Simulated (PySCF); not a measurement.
## CH6F2P2Si: NMR shielding calculation

System: CH6F2P2Si.
Method: GIAO B97-D/pcSseg-1 NMR shielding, non-relativistic, gas phase (PySCF 2.14.0).

The geometry comes from this level: PBE0-D3(BJ)/def2-SVP. Figures and captions count atoms from 1; the log counts them from 0 in places.

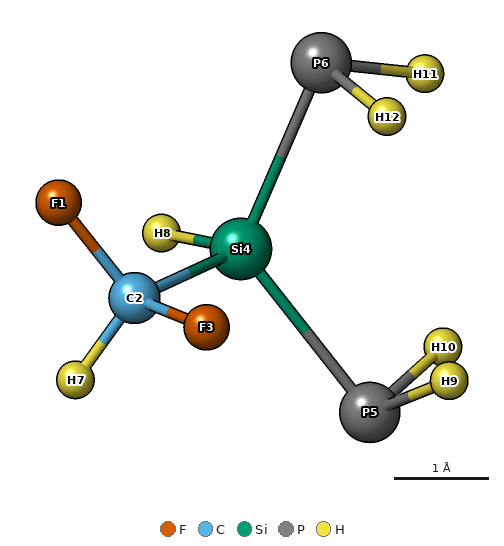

**Figure 1.** The structure as given in the input (ball-and-stick view, seen at a tilt; atoms are numbered from 1 in the order of the input). Bond lengths as drawn: C–F 1.36 Å, C–H 1.11 Å, C–Si 1.93 Å, H–P 1.43 Å, H–Si 1.49 Å and P–Si 2.26 Å.

**The input**
```
{"job": {"kind": "nmr", "xc": "B97-D", "basis": "pcSseg-1", "pop": false}, "charge": 0, "multiplicity": 1}
F      2.468019    -0.337861     0.988472
C      1.659902     0.553112     0.361129
F      1.136098     1.384106     1.306344
Si     0.216498    -0.362723    -0.531596
P     -1.106418     1.267802    -1.380471
P     -0.622591    -1.800667     0.999081
H      2.285942     1.167271    -0.313130
H      0.797280    -1.131441    -1.673363
H     -1.740955     1.525261    -0.127303
H     -2.109333     0.345293    -1.811650
H     -1.883182    -1.905920     0.332161
H     -1.058117    -0.731117     1.842147
```

The first line tells a small driver script what to run in PySCF; the rest is the geometry in Å.

Hardware: 1 CPU thread, shared host.

Run as:
```bash
OMP_NUM_THREADS=1 python <driver script> task.json out
```

**What the program printed**
```
coarse grid: 11856 points
cycle   1  E = -1213.2967755335  dE =  3.593e-01  |g| = 7.224e-01  |ddm| = 3.064e+00
cycle   2  E = -1213.0906121073  dE =  2.062e-01  |g| = 1.362e+00  |ddm| = 1.398e+00
cycle   3  E = -1213.3780774198  dE = -2.875e-01  |g| = 8.374e-02  |ddm| = 9.279e-01
cycle   4  E = -1213.3796880079  dE = -1.611e-03  |g| = 3.588e-02  |ddm| = 1.504e-01
cycle   5  E = -1213.3800327650  dE = -3.448e-04  |g| = 7.531e-03  |ddm| = 5.342e-02
cycle   6  E = -1213.3800463341  dE = -1.357e-05  |g| = 2.747e-03  |ddm| = 1.304e-02
cycle   7  E = -1213.3800483247  dE = -1.991e-06  |g| = 8.285e-04  |ddm| = 4.638e-03
final grid: 102432 points
cycle   8  E = -1213.4072994123  dE = -2.936e-05  |g| = 2.585e-02  |ddm| = 3.305e-02
cycle   9  E = -1213.4070868967  dE =  2.125e-04  |g| = 4.520e-02  |ddm| = 3.647e-02
cycle  10  E = -1213.4073873543  dE = -3.005e-04  |g| = 2.514e-03  |ddm| = 2.500e-02
cycle  11  E = -1213.4073883848  dE = -1.031e-06  |g| = 1.000e-03  |ddm| = 3.497e-03
cycle  12  E = -1213.4073886579  dE = -2.731e-07  |g| = 9.745e-05  |ddm| = 1.395e-03
cycle  13  E = -1213.4073886599  dE = -1.958e-09  |g| = 5.192e-05  |ddm| = 1.758e-04
cycle  14  E = -1213.4073886603  dE = -4.688e-10  |g| = 1.455e-05  |ddm| = 4.270e-05
```

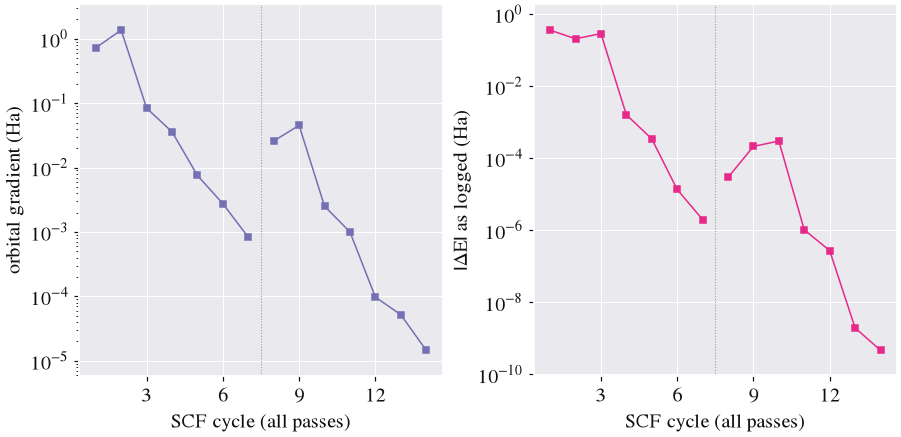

**Figure 2.** Convergence of the self-consistent field: orbital gradient and size of the energy change against the SCF cycle. The dotted line marks the change from a coarse to the final integration grid. The first 7 cycles use a coarse grid, the final grid takes over at cycle 8, and the field converges after 14 cycles in all.

```
converged SCF energy = -1213.4073886603

GIAO shielding tensors (ppm)
atom      isotropic    diamagn.    paramagn.     s11        s22        s33       span
  0 F      300.233     472.994    -172.761    181.471    295.757    423.470    241.999
  1 C       53.608     246.386    -192.778     31.162     59.192     70.471     39.309
  2 F      308.574     475.445    -166.871    185.955    295.723    444.044    258.089
  3 Si     358.612     882.022    -523.410    302.824    384.627    388.385     85.561
  4 P      530.905     968.054    -437.149    487.592    547.673    557.450     69.857
  5 P      540.967     967.700    -426.733    499.842    547.854    575.204     75.362
  6 H       24.912      28.277      -3.365     22.538     24.656     27.541      5.002
  7 H       26.946      29.381      -2.434     23.875     25.166     31.798      7.924
  8 H       29.520      30.619      -1.099     25.360     27.992     35.209      9.849
  9 H       29.656      30.006      -0.350     25.572     27.196     36.200     10.627
 10 H       29.867      30.092      -0.225     25.496     27.737     36.367     10.871
 11 H       29.365      30.373      -1.008     25.284     27.799     35.011      9.727
```

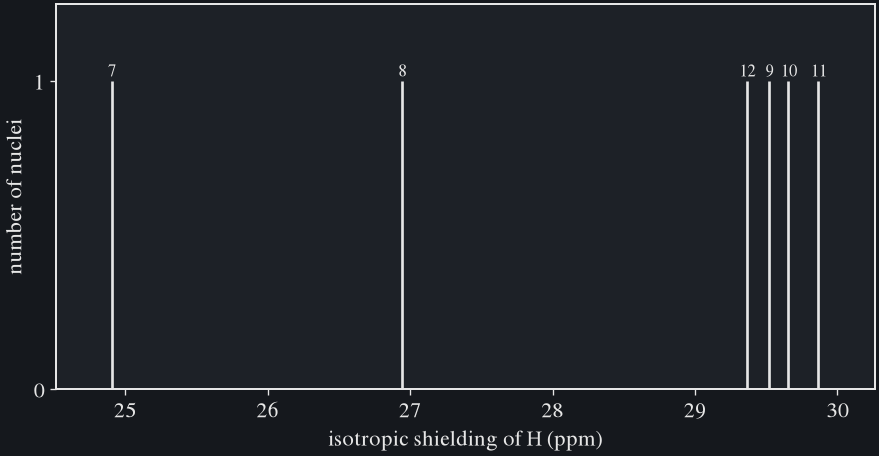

**Figure 3.** Isotropic shieldings of the hydrogen nuclei in this fixed geometry, labelled by atom number; shielding grows to the right, so chemical shift grows to the left. The least shielded is H7 (24.9 ppm), the most shielded H11 (29.9 ppm).

**Summary**

- outcome: converged
- total energy: −1213.407389 hartree
- HOMO: −6.22 eV
- LUMO: −1.13 eV
- dipole moment: 1.83 D
- isotropic shielding, F: 300.2 to 308.6 ppm
- isotropic shielding, C: 53.6 ppm
- isotropic shielding, Si: 358.6 ppm
- isotropic shielding, P: 530.9 to 541.0 ppm
- isotropic shielding, H: 24.9 to 29.9 ppm
- wall time: 32 s
- peak memory: 0.8 GiB
